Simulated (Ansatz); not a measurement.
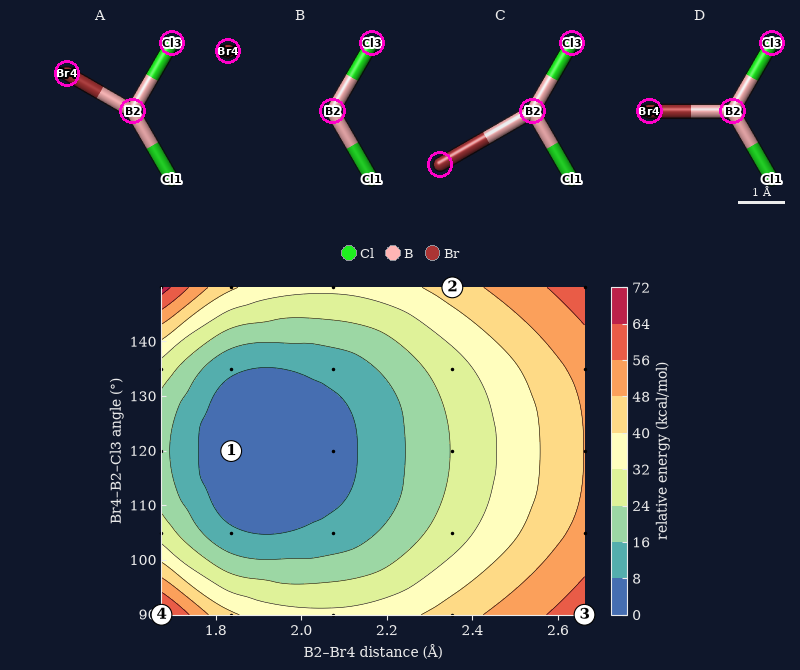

A scan of BBrCl₂: the B2–Br4 distance and the Br4–B2–Cl3 angle are varied on a grid, with the rest of the molecule carried along rigidly. The map is interpolated between the computed points (dots). The frames are shuffled; each belongs to one numbered point. A stick model, seen face on. The ringed atoms are those of the scanned coordinates.

Level of theory: CCSD(T) (def2-TZVPP, Ansatz), on geometries moved rigidly from the minimum at PBE0-D4/def2-TZVP. Coupled cluster with a frozen core. Energies are counted from the PBE0-D4/def2-TZVP minimum geometry at the same level.

Question: Which frame belongs to which numbered point?

Answer: Point 1 is frame D, at (1.836, 119.9) and 1.3 kcal/mol; 2 is frame C, at (2.353, 149.9) and 43.8 kcal/mol; 3 is frame B, at (2.662, 89.9) and 60.8 kcal/mol; 4 is frame A, at (1.673, 89.9) and 67.8 kcal/mol. In pairs of (B2–Br4 distance (Å); Br4–B2–Cl3 angle (°)): the lowest computed point lies at (1.836, 119.9) (1.3 kcal/mol), the highest at (1.673, 89.9) (67.8 kcal/mol).  Over the ranges scanned the energy rises by about as much along both axes. At 5 of the 26 structures the mean-field solution behind CCSD(T) isn't stable (a lower one of broken symmetry exists), so those energies are less reliable.
